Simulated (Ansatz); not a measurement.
C$_{2}$H$_{9}$NSi$_{2}$

```yaml
atoms:
  - { symbol: C, position_ang: [-2.3330, -0.3537, -0.8647] }
  - { symbol: Si, position_ang: [-0.6292, -1.0711, -0.4519] }
  - { symbol: Si, position_ang: [0.5614, 0.2208, 1.0976] }
  - { symbol: C, position_ang: [1.8339, 1.4058, 0.4142] }
  - { symbol: N, position_ang: [2.3263, 0.1908, 1.1022] }
  - { symbol: H, position_ang: [-2.8465, -0.9862, -1.6067] }
  - { symbol: H, position_ang: [-2.9681, -0.3016, 0.0341] }
  - { symbol: H, position_ang: [-2.2441, 0.6621, -1.2809] }
  - { symbol: H, position_ang: [0.2232, -1.1351, -1.6805] }
  - { symbol: H, position_ang: [-0.7851, -2.4676, 0.0619] }
  - { symbol: H, position_ang: [-0.0519, 0.4429, 2.4355] }
  - { symbol: H, position_ang: [1.9496, 1.4657, -0.6791] }
  - { symbol: H, position_ang: [2.0808, 2.3521, 0.9160] }
  - { symbol: H, position_ang: [2.8695, -0.4538, 0.5307] }
```

Level of theory: Ansatz 0.2.0, RKS B3LYP/def2-SVP.

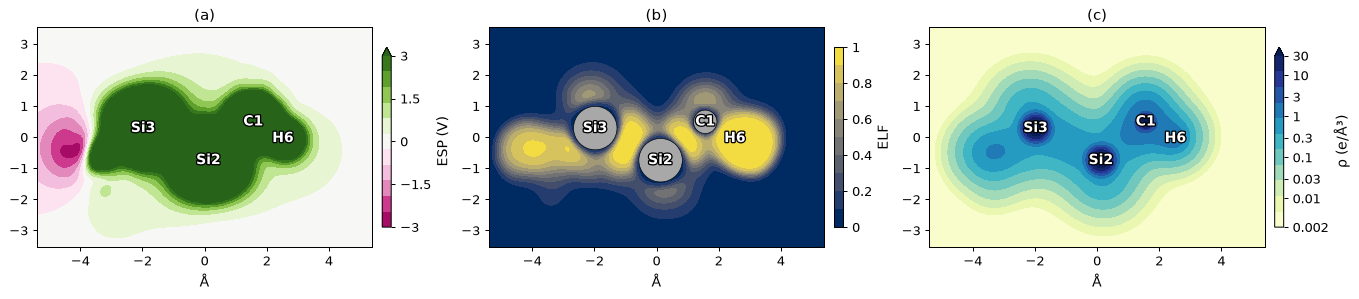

Figure 1. (a) electrostatic potential; (b) electron localisation function; (c) electron density on the plane of atoms Si2, C1 and H6. Grey discs cover the atomic cores in the ELF map.

### Interpret the plot.

- The plane passes through C, Si and H nuclei.
- C–Si (1.89 Å): ρ is about 0.92 e/Å³ halfway; the ELF peaks at about 0.95 between the atoms (a shared electron pair).
- Si–Si (2.34 Å): the density is about 0.65 e/Å³ at the midpoint; the ELF peaks at about 1 between the atoms, as expected for a covalent bond.
- C–H (1.10 Å): the density is about 1.9 e/Å³ at the midpoint; the ELF climbs to about 1 towards the hydrogen, as it does in any bond to H; an ordinary covalent bond to hydrogen.
- The ELF also peaks beside N5, away from the bonds: lone-pair regions.
- Outside the dense part of the molecule the potential is most negative (−2.6 V) near N5, which lies off the plane.

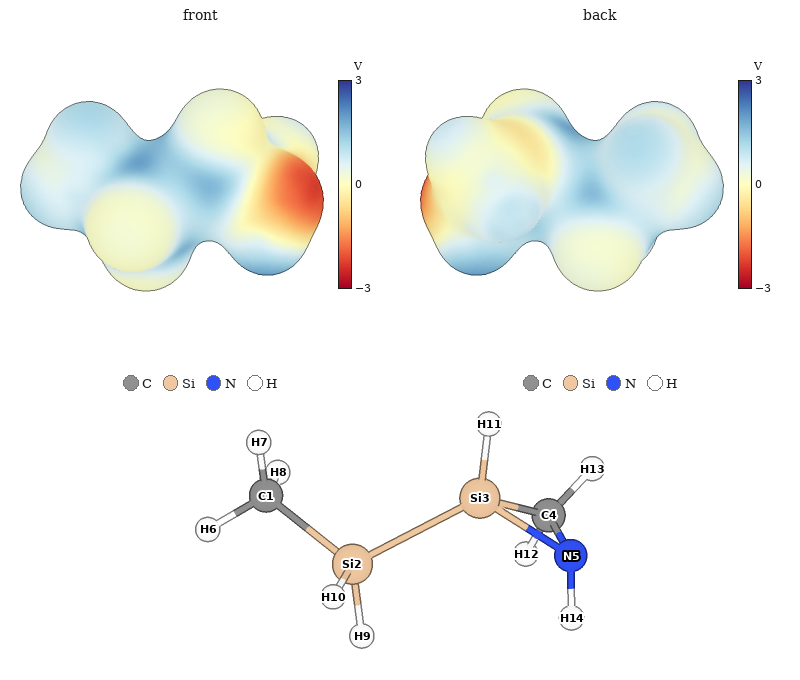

Figure 2. The molecular electrostatic potential painted on the density surface at 0.004 e/bohr³, seen from the front and from behind; the colour scale runs from red (negative) to blue (positive). The bare structure is drawn below in the same view.

### Where is the surface potential most negative and most positive?

The most negative region (about −2.2 V) lies over N5, the most positive (about +1.8 V) over Si2, Si3 and H14. N5 is the likeliest acceptor of a hydrogen bond.

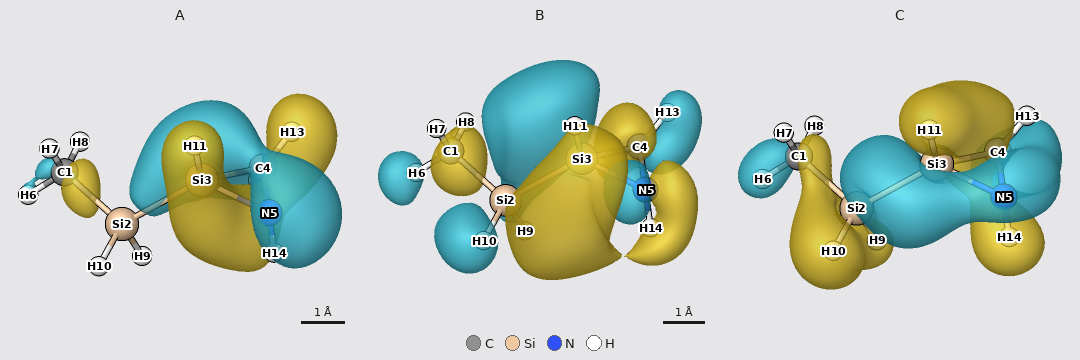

Figure 3. Three frontier orbitals at ±0.06 Å⁻³ᐟ² (yellow and cyan are the two phases), in no order.

### Which picture is the HOMO−1, the HOMO and the LUMO?

C is the HOMO−1 (−7.48 eV). Its weight (Hirshfeld) is mainly on Si3 (about 25 %), C4 (about 20 %), Si2 (about 15 %) and N5 (about 15 %). A is the HOMO (−6.15 eV). Its weight (Hirshfeld) is mainly on N5 (about 50 %), Si3 (about 20 %) and C4 (about 15 %). B is the LUMO (−0.48 eV). Its weight (Hirshfeld) is mainly on Si3 (about 35 %), Si2 (about 20 %), N5 (about 10 %) and C4 (about 10 %).

### What is the HOMO–LUMO gap?

5.67 eV between the orbital energies.

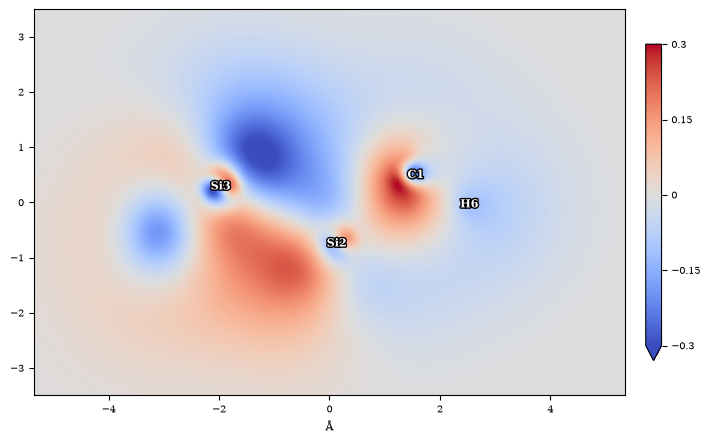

Figure 4. The LUMO on the plane of atoms Si2, C1 and H6 (values in Å⁻³ᐟ²; the overall sign is arbitrary).

### Where does this orbital lie, and at what energy?

It lies mainly on Si3 (about 35 %), Si2 (about 20 %), N5 (about 10 %) and C4 (about 10 %). Its energy is −0.48 eV.
